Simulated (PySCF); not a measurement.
**C4H2Cl2FN, SMILES `N#CC(F)C=C(Cl)Cl`: what the electrons do**

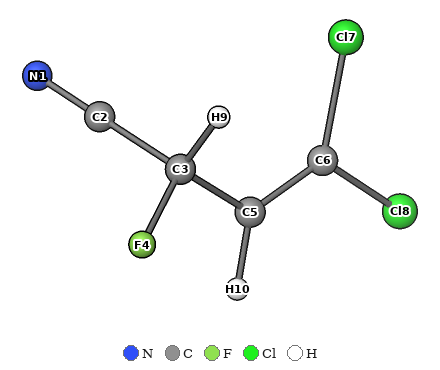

The molecule, with its atoms numbered as below. No frequency check shows the geometry to be a minimum.

Geometry (Å), atoms numbered from 1:

```
N1      -2.5928    1.0581   -1.4427
C2      -2.1331    0.4520   -0.5927
C3      -1.5210   -0.3248    0.4805
F4      -2.3420   -1.3710    0.8263
C5      -0.1924   -0.8544    0.0142
C6       0.9317   -0.1491    0.0434
Cl7      1.0057    1.4674    0.6279
Cl8      2.4259   -0.7770   -0.5107
H9      -1.4192    0.3151    1.3704
H10     -0.2020   -1.8614   -0.3736
```

## 1. Excited states

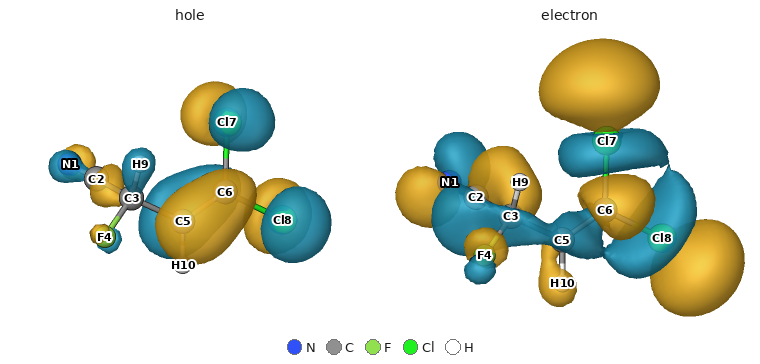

Leading natural transition orbital pair of S₂ (TDA singlet states); the surfaces enclose about 78 % of each orbital's density.

Computed with PySCF, PBE/6-31+G*, geometry: GFN2-xTB.

**Where does the state lie, and where do hole and electron sit?**

5.73 eV (217 nm), f = 0.028, partly diffuse acceptor orbital; the leading pair carries 98 %; hole on C5 (30 %), Cl8 (23 %) and C6 (18 %), electron on Cl7 (31 %), Cl8 (22 %) and C6 (21 %) (atom shares of so diffuse an orbital are rough); their centroids lie 0.7 Å apart. In canonical orbitals it is mainly HOMO → LUMO+2 (76 %). The HOMO–LUMO gap is 4.58 eV.

## 2. In an electric field

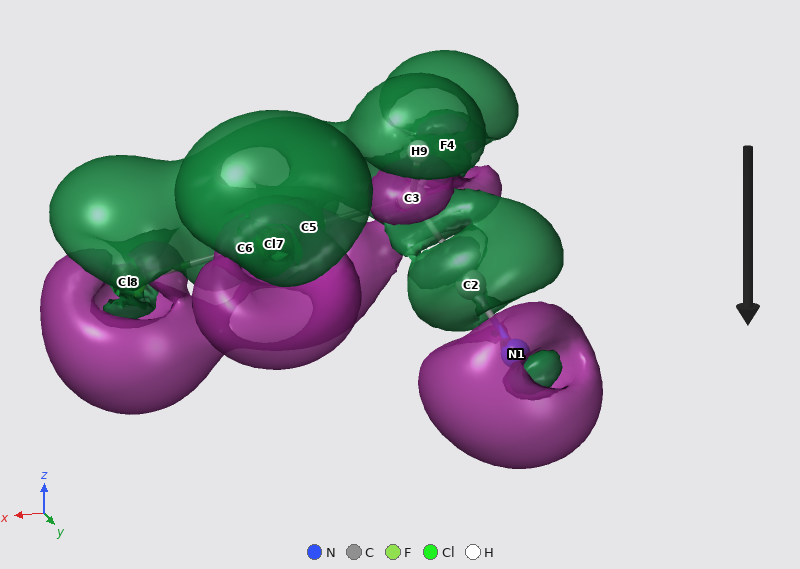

Change of the electron density in a uniform field of 0.10 V/Å along −z (arrow), surfaces at ±0.0004 e/Å³ (green: gain, purple: loss).

Method: PBE0/def2-SVPD; geometry: GFN2-xTB; program: PySCF.

The field was applied in both directions; the picture shows the one opposite to the script's first.

**What dipole is induced, and what polarisability does it imply?**

The induced dipole is 0.33 D (along the field); α along this axis, from the fields in both directions, is 64 bohr³ (9.5 Å³).

## 3. Removing or adding an electron

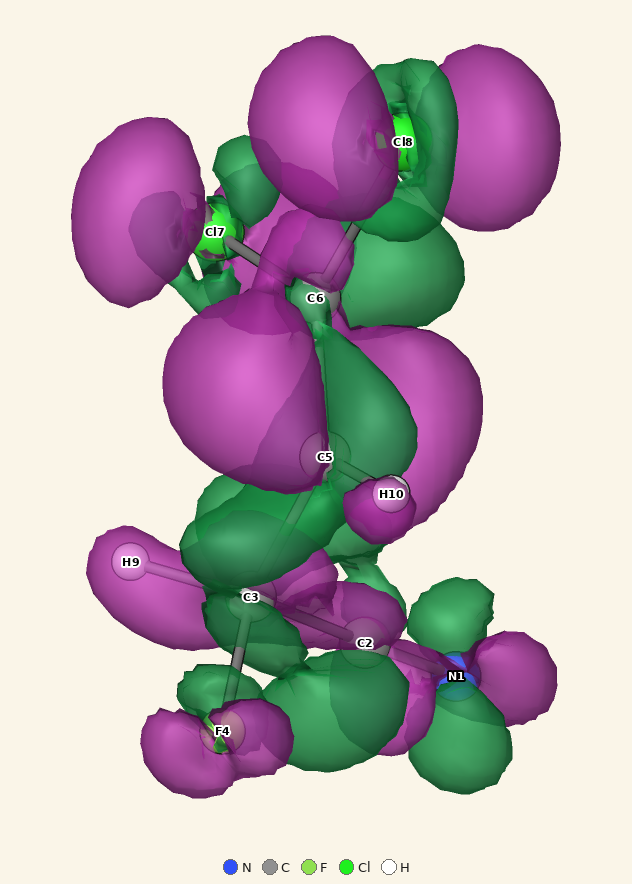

Dual descriptor f⁺ − f⁻ at ±0.015 e/Å³ (green positive, purple negative).

PySCF calculation, LDA (SVWN)/6-31+G*, gas phase; geometry: GFN2-xTB.

**Which atoms come out as electrophilic, and which as nucleophilic?**

Electrophilic (positive): C3 (+0.06). Nucleophilic (negative): Cl8 (−0.08) and Cl7 (−0.05). f⁻ (Hirshfeld-condensed) is largest on Cl8 (0.24), Cl7 (0.21) and C5 (0.15); the vertical ionisation energy is 10.07 eV (the stability of the cation's solution wasn't checked). f⁺ (Hirshfeld-condensed) is largest on Cl8 (0.16), Cl7 (0.16) and N1 (0.14); the vertical electron affinity is 0.08 eV (the stability of the anion's solution wasn't checked; the anion's highest orbital has positive energy, so this value and f⁺ depend on the basis).

The PySCF runs shown took 4.8 min, 2.1 min and 3.1 min on 1 thread of Intel(R) Xeon(R) Processor @ 2.50GHz (Skylake/Cascade Lake) (shared host).
